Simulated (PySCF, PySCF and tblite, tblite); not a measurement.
**C3H8B2FN: a path driven as rotation about a bond, and NMR exchange**

How fast is rotation about a bond in C3H8B2FN (`C=C(C)BNBF`), and when do the exchanging lines merge?

Computed with tblite 0.8.0 (tight binding) and PySCF 2.14.0 (DFT, with response routines of our own); each step states its level. Atoms count from 0 throughout.

## 1. The starting structure

15 atoms, charge 0, multiplicity 1; geometry from: force field or distance geometry start.

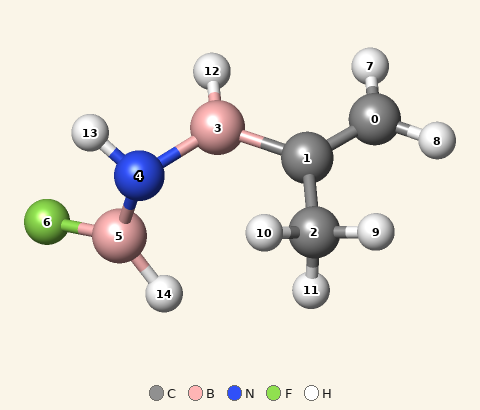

The starting geometry (carbon grey, boron pink, nitrogen blue, fluorine green, hydrogen white), atoms numbered.

## 2. GFN2-xTB relaxation, start minimum

Job settings and geometry (Å):

```
{"job": {"xc": "GFN2-xTB", "basis": "xTB", "kind": "relax"}, "charge": 0, "multiplicity": 1}
C     -2.057100    -0.886700    -0.066200
C     -0.977100    -0.235500     0.356500
C     -1.064600     1.165100     0.889600
B      0.440600    -0.922600     0.235900
N      1.712300    -0.156600     0.576400
B      2.241900     0.424200    -0.738300
F      3.452300    -0.104400    -1.335300
H     -1.999300    -1.885800    -0.465900
H     -3.038000    -0.415600    -0.020900
H     -2.094700     1.377700     1.287200
H     -0.351800     1.329200     1.710200
H     -0.856600     1.879300     0.066900
H      0.520200    -2.000200    -0.242300
H      2.416800    -0.854600     0.904000
H      1.650600     1.294600    -1.286200
```

Started as:

```sh
> OMP_NUM_THREADS=1 python ens_run.py task.json out
```

This one command runs the whole study; its stages follow in the order run.

Output:

```text
step      E/eV     max force
  0    -561.87775    3.480
  1    -562.25747    2.379
  2    -562.45684    2.238
  3    -562.52872    0.544
  4    -562.55398    0.489
  5    -562.58751    0.631
  6    -562.62380    0.737
  7    -562.69645    0.821
  8    -562.77565    1.021
  9    -562.85120    1.104
 10    -562.93292    0.817
 11    -562.99570    0.596
 12    -563.03949    0.505
 13    -563.06697    0.396
 14    -563.08782    0.641
 15    -563.10846    0.366
 16    -563.12536    0.302
 17    -563.14486    0.410
 18    -563.15915    0.415
 19    -563.16983    0.260
 20    -563.17666    0.189
 21    -563.18276    0.207
 22    -563.18944    0.284
 23    -563.19602    0.192
 24    -563.20179    0.188
 25    -563.20766    0.267
 26    -563.21400    0.298
 27    -563.22032    0.273
 28    -563.22449    0.143
 29    -563.22812    0.204
 30    -563.23205    0.224
 31    -563.23557    0.155
 32    -563.23760    0.104
 33    -563.23914    0.127
 34    -563.24128    0.196
 35    -563.24471    0.253
 36    -563.24897    0.245
 37    -563.25232    0.162
 38    -563.25399    0.110
 39    -563.25495    0.108
 40    -563.25618    0.125
 41    -563.25739    0.117
 42    -563.25815    0.068
 43    -563.25855    0.048
 44    -563.25884    0.052
 45    -563.25909    0.037
 46    -563.25925    0.028
 47    -563.25934    0.026
 48    -563.25943    0.028
 49    -563.25952    0.025
 50    -563.25959    0.018
 51    -563.25964    0.017
 52    -563.25968    0.021
 53    -563.25974    0.027
 54    -563.25981    0.024
 55    -563.25986    0.021
 56    -563.25990    0.021
 57    -563.25995    0.018
 58    -563.26000    0.020
 59    -563.26004    0.018
 60    -563.26008    0.015
 61    -563.26012    0.019
 62    -563.26017    0.025
 63    -563.26023    0.022
 64    -563.26027    0.012
 65    -563.26029    0.012
 66    -563.26031    0.014
 67    -563.26035    0.020
 68    -563.26039    0.020
 69    -563.26043    0.018
 70    -563.26047    0.018
 71    -563.26054    0.026
 72    -563.26064    0.033
 73    -563.26073    0.028
 74    -563.26079    0.019
 75    -563.26083    0.020
 76    -563.26087    0.020
 77    -563.26093    0.027
 78    -563.26098    0.022
 79    -563.26100    0.014
 80    -563.26102    0.012
 81    -563.26105    0.017
 82    -563.26109    0.026
 83    -563.26113    0.026
 84    -563.26117    0.015
 85    -563.26120    0.013
 86    -563.26123    0.014
 87    -563.26127    0.022
 88    -563.26130    0.018
 89    -563.26132    0.012
 90    -563.26133    0.009
 91    -563.26134    0.012
 92    -563.26136    0.016
 93    -563.26138    0.012
 94    -563.26141    0.012
 95    -563.26143    0.014
 96    -563.26148    0.025
 97    -563.26157    0.037
 98    -563.26168    0.039
 99    -563.26180    0.026
100    -563.26189    0.022
101    -563.26197    0.024
102    -563.26209    0.040
103    -563.26229    0.047
104    -563.26253    0.049
105    -563.26281    0.058
106    -563.26315    0.072
107    -563.26383    0.120
108    -563.26480    0.142
109    -563.26564    0.108
110    -563.26610    0.074
111    -563.26656    0.023
112    -563.26666    0.022
113    -563.26679    0.021
114    -563.26687    0.017
115    -563.26694    0.015
116    -563.26698    0.015
117    -563.26701    0.011
118    -563.26704    0.009
119    -563.26705    0.010
120    -563.26707    0.010
121    -563.26708    0.008
122    -563.26710    0.009
123    -563.26712    0.010
124    -563.26713    0.011
125    -563.26715    0.012
126    -563.26718    0.011
127    -563.26720    0.011
128    -563.26724    0.014
129    -563.26729    0.018
130    -563.26735    0.023
131    -563.26747    0.032
132    -563.26765    0.041
133    -563.26787    0.041
134    -563.26809    0.031
135    -563.26831    0.035
136    -563.26847    0.038
137    -563.26864    0.031
138    -563.26881    0.035
139    -563.26897    0.041
140    -563.26912    0.035
141    -563.26926    0.032
142    -563.26936    0.043
143    -563.26948    0.029
144    -563.26965    0.022
145    -563.26975    0.028
146    -563.26985    0.032
147    -563.26993    0.030
148    -563.27000    0.019
149    -563.27007    0.018
150    -563.27008    0.027
151    -563.27015    0.016
152    -563.27017    0.014
153    -563.27021    0.017
154    -563.27023    0.017
155    -563.27028    0.019
156    -563.27032    0.019
157    -563.27035    0.024
158    -563.27036    0.020
159    -563.27039    0.010
160    -563.27040    0.010
161    -563.27042    0.011
162    -563.27043    0.010
163    -563.27044    0.009
164    -563.27045    0.008
165    -563.27047    0.008
166    -563.27047    0.008
167    -563.27048    0.009
168    -563.27049    0.008
169    -563.27050    0.007
170    -563.27050    0.005
171    -563.27051    0.005
172    -563.27051    0.004
173    -563.27051    0.004
174    -563.27051    0.002
```

Run time: 1.1 s. Hardware: 1 thread of AMD EPYC 7R43, shared host.

Gain 1.393 eV; displacement 0.72 Å root mean square.

## 3. Relaxed scan, rotation

Job settings and geometry (Å):

```
{"job": {"xc": "GFN2-xTB", "basis": "xTB", "coordinate": [["t", [1, 3, 4, 5], 0.25], ["t", [1, 3, 4, 13], 0.25], ["t", [12, 3, 4, 5], 0.25], ["t", [12, 3, 4, 13], 0.25]], "kind": "drive"}, "charge": 0, "multiplicity": 1}
C     -2.118273    -0.947068     0.311355
C     -0.955784    -0.288870     0.263297
C     -0.972409     1.204324     0.437203
B      0.352793    -1.112144     0.038216
N      1.664858    -0.598081    -0.141604
B      2.255293     0.673230    -0.258084
F      3.577548     0.692967    -0.427684
H     -2.171521    -2.015963     0.191908
H     -3.062131    -0.444526     0.465280
H     -1.970193     1.557482     0.692331
H     -0.281591     1.501354     1.223138
H     -0.657859     1.690087    -0.484401
H      0.256071    -2.283938     0.020949
H      2.363195    -1.327341    -0.227382
H      1.715590     1.706478    -0.232867
```

Output:

```text
point  coordinate     E/eV
  0    101.600     -563.25843
  1    116.300     -563.22330
  2    131.000     -563.16794
  3    145.700     -563.06329
  4    160.800     -562.94084
  5    176.500     -562.85534
  6    192.400     -562.87618
  7    208.000     -563.01153
  8    223.000     -563.15092
  9    237.800     -563.27278
 10    252.400     -563.35913
 11    266.900     -563.39718
```

Run time: 4 s. Hardware: 1 thread of AMD EPYC 7R43, shared host.

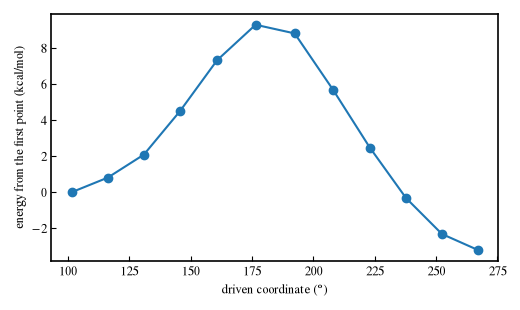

Energy along the scan.

## 4. Nudged elastic band, leg 1

Changed since step 3:

```diff
@@ -1,2 +1,2 @@
-{"job": {"xc": "GFN2-xTB", "basis": "xTB", "coordinate": [["t", [1, 3, 4, 5], 0.25], ["t", [1, 3, 4, 13], 0.25], ["t", [12, 3, 4, 5], 0.25], ["t", [12, 3, 4, 13], 0.25]], "kind": "drive"}, "charge": 0, "multiplicity": 1}
+{"job": {"xc": "GFN2-xTB", "basis": "xTB", "kind": "neb"}, "charge": 0, "multiplicity": 1}
 C     -2.118273    -0.947068     0.311355
```

Output:

```text
image   E - E0 / eV
  0       0.0000
  1       0.0315
  2       0.2321
  3       0.4253
  4       0.1136
  5      -0.0652
  6      -0.1326
```

Run time: 4.4 s. Hardware: 1 thread of AMD EPYC 7R43, shared host; peak memory 0.2 GiB.

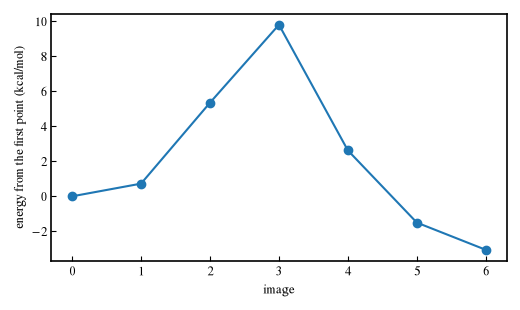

Energy along the band.

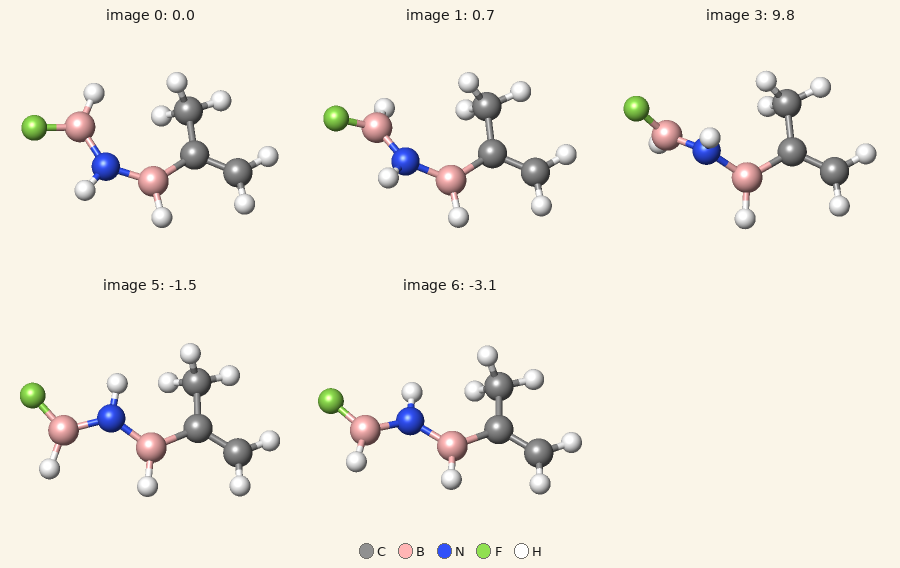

Images along the band, with energies in kcal/mol.

## 5. Saddle search, leg 1

Job settings and geometry (Å):

```
{"job": {"xc": "GFN2-xTB", "basis": "xTB", "kind": "saddle"}, "charge": 0, "multiplicity": 1}
C     -2.138243    -1.018019     0.269665
C     -1.001353    -0.327833     0.145482
C     -1.040873     1.170255     0.006643
B      0.394237    -1.024076     0.172636
N      1.525252    -0.401073    -0.491820
B      2.521996     0.446769    -0.042857
F      3.404834     0.907159    -0.940397
H     -2.138688    -2.089292     0.380444
H     -3.108060    -0.543433     0.244198
H     -2.057145     1.536113    -0.121319
H     -0.616481     1.621921     0.903099
H     -0.430871     1.493799    -0.834101
H      0.548257    -2.042226     0.737589
H      1.516723    -0.541881    -1.494126
H      2.620416     0.811816     1.064862
```

Output:

```text
step      E/eV     max force
  0    -562.84526   0.0646
  1    -562.84719   0.0630
  2    -562.85017   0.1148
  3    -562.84801   0.0457
  4    -562.84989   0.0418
  5    -562.85320   0.0671
  6    -562.85583   0.0846
  7    -562.85853   0.0543
  8    -562.86031   0.1683
  9    -562.86001   0.0355
 10    -562.86044   0.1455
 11    -562.86064   0.0081
 12    -562.86120   0.0266
 13    -562.86089   0.0081
 14    -562.86112   0.0093
 15    -562.86134   0.0102
 16    -562.86155   0.0093
 17    -562.86186   0.0116
 18    -562.86221   0.0106
 19    -562.86276   0.0097
 20    -562.86343   0.0131
 21    -562.86401   0.0127
 22    -562.86447   0.0154
 23    -562.86484   0.0124
 24    -562.86514   0.0303
 25    -562.86501   0.0046
 26    -562.86517   0.0064
 27    -562.86526   0.0083
 28    -562.86529   0.0042
 29    -562.86529   0.0032
lowest wavenumbers (cm-1): -365.2 46.1 78.0 124.3 194.2 229.6
```

It took 8.2 s on 1 thread of AMD EPYC 7R43, shared host; peak memory 0.2 GiB.

Point group C1; 1 imaginary mode, 365i cm⁻¹, carried by H13, H12, B5, H14. Steps downhill from it reached both ends.

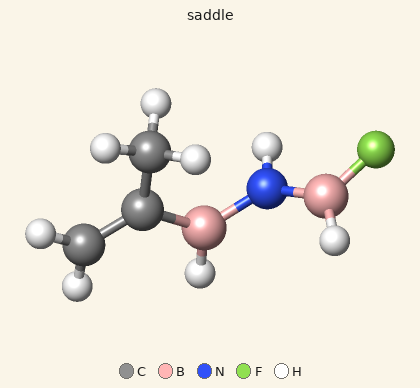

The saddle point.

## 6. Saddle search, other pyramid

Job settings and geometry (Å):

```
{"job": {"xc": "GFN2-xTB", "basis": "xTB", "kind": "saddle"}, "charge": 0, "multiplicity": 1}
C     -2.087768    -0.981770     0.499514
C     -0.999766    -0.315618     0.098197
C     -1.090376     1.154636    -0.206465
B      0.372485    -1.037908    -0.045791
N      1.542984    -0.302834    -0.497027
B      2.069107    -0.066731    -1.752942
F      3.202697     0.644843    -1.838470
H     -2.052719    -2.034830     0.722467
H     -3.049055    -0.503567     0.619539
H     -2.071943     1.555490     0.037256
H     -0.331535     1.695074     0.356660
H     -0.894988     1.327764    -1.264173
H      0.473825    -2.182721     0.199907
H      2.079207     0.087803     0.266914
H      1.586909    -0.455203    -2.746492
```

Output:

```text
step      E/eV     max force
  0    -562.86039   0.1205
  1    -562.86307   0.1301
  2    -562.86433   0.0416
  3    -562.86437   0.1003
  4    -562.86474   0.0130
  5    -562.86478   0.0763
  6    -562.86491   0.0042
lowest wavenumbers (cm-1): -365.0 46.1 77.8 122.8 194.4 228.2
```

Run time: 4 s. Hardware: 1 thread of AMD EPYC 7R43, shared host; peak memory 0.2 GiB.

Point group C1; 1 imaginary mode, 365i cm⁻¹, carried by H13, H12, B5, H14. Steps downhill from it reached both ends.

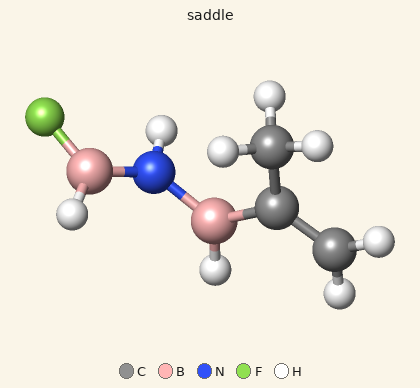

The saddle point.

## 7. Shieldings, start: BP86/pcSseg-1 in chloroform

Job settings and geometry (Å):

```
{"job": {"kind": "nmr", "xc": "BP86", "basis": "pcSseg-1", "solvent": "chloroform", "pop": false}, "charge": 0, "multiplicity": 1}
C     -2.118273    -0.947068     0.311355
C     -0.955784    -0.288870     0.263297
C     -0.972409     1.204324     0.437203
B      0.352793    -1.112144     0.038216
N      1.664858    -0.598081    -0.141604
B      2.255293     0.673230    -0.258084
F      3.577548     0.692967    -0.427684
H     -2.171521    -2.015963     0.191908
H     -3.062131    -0.444526     0.465280
H     -1.970193     1.557482     0.692331
H     -0.281591     1.501354     1.223138
H     -0.657859     1.690087    -0.484401
H      0.256071    -2.283938     0.020949
H      2.363195    -1.327341    -0.227382
H      1.715590     1.706478    -0.232867
```

Output:

```text
coarse grid: 12544 points
cycle   1  E = -323.3351668709  dE =  5.115e-01  |g| = 7.097e-01  |ddm| = 3.358e+00
cycle   2  E = -323.1770016947  dE =  1.582e-01  |g| = 1.160e+00  |ddm| = 1.431e+00
cycle   3  E = -323.4427147061  dE = -2.657e-01  |g| = 1.325e-01  |ddm| = 9.260e-01
cycle   4  E = -323.4460517013  dE = -3.337e-03  |g| = 4.765e-02  |ddm| = 1.219e-01
cycle   5  E = -323.4465268076  dE = -4.751e-04  |g| = 2.033e-02  |ddm| = 4.777e-02
cycle   6  E = -323.4466320230  dE = -1.052e-04  |g| = 7.766e-03  |ddm| = 2.226e-02
cycle   7  E = -323.4466466267  dE = -1.460e-05  |g| = 1.670e-03  |ddm| = 6.809e-03
cycle   8  E = -323.4466475958  dE = -9.691e-07  |g| = 5.586e-04  |ddm| = 1.338e-03
final grid: 121616 points
cycle   9  E = -323.5010412765  dE = -9.868e-05  |g| = 9.916e-03  |ddm| = 5.113e-02
cycle  10  E = -323.5010120561  dE =  2.922e-05  |g| = 1.643e-02  |ddm| = 1.781e-02
cycle  11  E = -323.5010587292  dE = -4.667e-05  |g| = 1.565e-03  |ddm| = 1.093e-02
cycle  12  E = -323.5010592328  dE = -5.036e-07  |g| = 4.272e-04  |ddm| = 1.294e-03
cycle  13  E = -323.5010592458  dE = -1.300e-08  |g| = 1.479e-04  |ddm| = 3.894e-04
cycle  14  E = -323.5010592806  dE = -3.478e-08  |g| = 6.578e-05  |ddm| = 1.503e-04
cycle  15  E = -323.5010592512  dE =  2.935e-08  |g| = 1.635e-05  |ddm| = 5.964e-05
cycle  16  E = -323.5010592513  dE = -5.525e-11  |g| = 7.505e-06  |ddm| = 1.466e-05
converged SCF energy = -323.5010592513

GIAO shielding tensors (ppm)
atom      isotropic    diamagn.    paramagn.     s11        s22        s33       span
  0 C       31.005     253.296    -222.290    -77.471     37.851    132.636    210.107
  1 C       24.130     258.855    -234.726    -84.916    -16.083    173.388    258.305
  2 C      152.525     249.294     -96.769    138.063    147.944    171.568     33.506
  3 B       52.025     195.276    -143.251     19.343     34.141    102.592     83.249
  4 N       97.708     319.698    -221.990    -36.418    126.450    203.093    239.511
  5 B       66.420     194.849    -128.428     40.208     71.353     87.700     47.491
  6 F      230.852     464.811    -233.959     52.561    222.567    417.429    364.868
  7 H       25.449      31.244      -5.795     22.180     25.161     29.006      6.826
  8 H       25.020      30.931      -5.911     21.278     25.301     28.480      7.201
  9 H       29.682      30.785      -1.103     26.209     28.961     33.876      7.667
 10 H       29.525      31.507      -1.982     25.876     29.172     33.527      7.650
 11 H       29.417      31.657      -2.240     25.926     28.605     33.722      7.796
 12 H       26.548      32.233      -5.685     25.314     25.453     28.876      3.563
 13 H       24.988      29.023      -4.035     20.941     26.116     27.907      6.966
 14 H       26.628      31.545      -4.917     23.290     27.028     29.567      6.278
```

It took 19 s on 1 thread of AMD EPYC 7R43, shared host; peak memory 0.68 GiB.

Key values: HOMO -6.60 eV, LUMO -2.34 eV; dipole 0.88 D.

## 8. Shieldings, saddle of leg 1: BP86/pcSseg-1 in chloroform

Job settings and geometry (Å):

```
{"job": {"kind": "nmr", "xc": "BP86", "basis": "pcSseg-1", "solvent": "chloroform", "pop": false}, "charge": 0, "multiplicity": 1}
C     -2.087768    -0.981770     0.499514
C     -0.999766    -0.315618     0.098197
C     -1.090376     1.154636    -0.206465
B      0.372485    -1.037908    -0.045791
N      1.542984    -0.302834    -0.497027
B      2.518559     0.404131     0.179973
F      3.476259     1.005887    -0.540706
H     -2.052719    -2.034830     0.722467
H     -3.049055    -0.503567     0.619539
H     -2.071943     1.555490     0.037256
H     -0.331535     1.695074     0.356660
H     -0.894988     1.327764    -1.264173
H      0.473825    -2.182721     0.199907
H      1.638048    -0.297022    -1.504333
H      2.555989     0.513288     1.344983
```

Output:

```text
coarse grid: 12544 points
cycle   1  E = -323.3068312380  dE =  5.218e-01  |g| = 7.361e-01  |ddm| = 3.361e+00
cycle   2  E = -323.1355426795  dE =  1.713e-01  |g| = 1.195e+00  |ddm| = 1.611e+00
cycle   3  E = -323.4205084509  dE = -2.850e-01  |g| = 1.223e-01  |ddm| = 1.062e+00
cycle   4  E = -323.4234452088  dE = -2.937e-03  |g| = 5.291e-02  |ddm| = 1.217e-01
cycle   5  E = -323.4240491670  dE = -6.040e-04  |g| = 2.480e-02  |ddm| = 5.556e-02
cycle   6  E = -323.4242173188  dE = -1.682e-04  |g| = 6.548e-03  |ddm| = 2.383e-02
cycle   7  E = -323.4242262373  dE = -8.919e-06  |g| = 1.651e-03  |ddm| = 6.370e-03
final grid: 121616 points
cycle   8  E = -323.4778071128  dE = -7.066e-05  |g| = 9.358e-03  |ddm| = 3.330e-02
cycle   9  E = -323.4777776850  dE =  2.943e-05  |g| = 1.537e-02  |ddm| = 1.860e-02
cycle  10  E = -323.4778239902  dE = -4.631e-05  |g| = 1.571e-03  |ddm| = 1.165e-02
cycle  11  E = -323.4778245025  dE = -5.123e-07  |g| = 6.289e-04  |ddm| = 1.446e-03
cycle  12  E = -323.4778246043  dE = -1.018e-07  |g| = 2.245e-04  |ddm| = 6.238e-04
cycle  13  E = -323.4778246172  dE = -1.290e-08  |g| = 6.758e-05  |ddm| = 2.148e-04
cycle  14  E = -323.4778246180  dE = -8.303e-10  |g| = 1.405e-05  |ddm| = 5.501e-05
converged SCF energy = -323.4778246180

GIAO shielding tensors (ppm)
atom      isotropic    diamagn.    paramagn.     s11        s22        s33       span
  0 C       25.758     252.658    -226.900    -85.834     23.428    139.679    225.513
  1 C       19.655     260.879    -241.224    -90.634    -21.989    171.590    262.224
  2 C      156.462     249.119     -92.656    144.970    149.185    175.233     30.263
  3 B       31.208     192.497    -161.290    -13.385     10.537     96.471    109.856
  4 N      127.252     324.143    -196.891     23.965    142.357    215.434    191.469
  5 B       74.471     194.106    -119.636     44.792     83.501     95.120     50.328
  6 F      268.463     466.355    -197.893    112.244    258.799    434.345    322.100
  7 H       25.008      30.855      -5.847     21.524     25.122     28.378      6.855
  8 H       24.538      30.486      -5.948     20.600     24.836     28.179      7.579
  9 H       29.887      30.865      -0.978     26.485     28.909     34.268      7.783
 10 H       29.339      31.930      -2.591     25.130     29.612     33.274      8.144
 11 H       29.640      31.065      -1.425     25.982     28.747     34.191      8.209
 12 H       25.134      31.327      -6.193     23.444     24.958     27.000      3.556
 13 H       27.609      31.177      -3.568     23.970     25.728     33.129      9.159
 14 H       27.698      30.717      -3.019     25.631     27.499     29.963      4.332
```

Run time: 17 s. Hardware: 1 thread of AMD EPYC 7R43, shared host; peak memory 0.68 GiB.

This run: HOMO -6.35 eV, LUMO -2.89 eV; dipole 3.12 D.

[end of part 1 of 2]
